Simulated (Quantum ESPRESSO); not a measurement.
Band structure of MgW4O12 (P1, 17 atoms in the cell).

```xyz
17
Lattice="3.8895 0.0000 0.0000 -0.1825 7.5982 0.0000 -0.0207 -0.0158 7.7030" Properties=species:S:1:pos:R:3 pbc="T T T"
Mg     2.0503     3.4196     5.7356
W      3.7362     5.6359     0.0502
W      0.0226     1.8809     3.8376
W      0.0417     1.8145     0.0337
W      3.6165     5.6799     3.8384
O     -0.0681     3.7991     3.4628
O      3.8553    -0.0022     7.2981
O      3.8596     0.0584     4.1826
O      3.7700     3.7953     0.3945
O      1.9335     2.0217     7.5359
O      0.0412     1.5363     1.8433
O      1.7120     5.7065     3.9211
O      1.9505     2.1620     4.1184
O      3.6299     6.0715     1.8520
O      0.0370     2.4642     5.8450
O      3.5071     5.1349     5.8262
O      1.7049     5.6699     7.6259
```
Moments meant for the start (each program seeds them in its own way; μB, in the order of the atoms Mg W W W W O O O O O O O O O O O O): 0.0 0.0 1.0 0.0 1.0 0.0 0.0 0.0 0.0 0.0 0.0 0.0 0.0 0.0 0.0 0.0 0.0.

Level of theory: PBEsol, GBRV 1.5 ultrasoft (PBESOL) pseudopotentials (plane waves; Quantum ESPRESSO).

Settings: ecutwfc = 40 Ry; ecutrho = 320 Ry; occupations = smearing; smearing = fd; degauss = 0.0073499 Ry; nspin = 2; K_POINTS = automatic 3 2 2 0 0 0; conv_thr = 1e-10 Ry; mixing_beta = 0.4.

The starting cell comes from a database of computed structures (which also holds hypothetical and non-ambient phases and stackings), without a prior relaxation at this level. Its lattice was rescaled by a random factor within 2.5 % of one. Spin-orbit coupling is off. The starting moments vanished: the run ended non-magnetic.

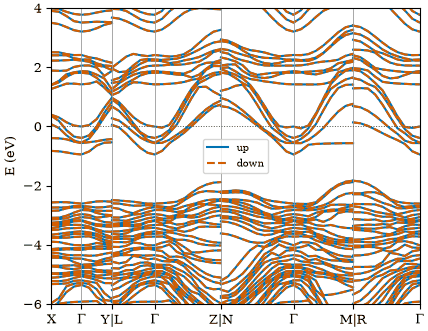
Figure: Bands along the path, energies from the Fermi level.

Levels in eV from the Fermi level, bands 67 to 74 of the first spin channel:
```csv
point,67,68,69,70,71,72,73,74
X,-2.74,-2.57,-0.83,-0.39,0.07,0.36,0.39,1.27
Γ,-2.68,-2.61,-0.95,-0.56,-0.55,-0.39,0.00,1.42
Y,-2.69,-2.54,-0.54,-0.43,0.67,0.83,0.97,1.05
Z,-2.21,-1.88,0.74,0.87,1.04,1.77,1.84,2.04
M,-1.88,-1.83,-0.57,0.76,1.41,1.65,1.89,1.98
```

Bands cross the Fermi level along this path, so the cell is metallic at this level.

The net moment of the cell came out as 0.00 μB.
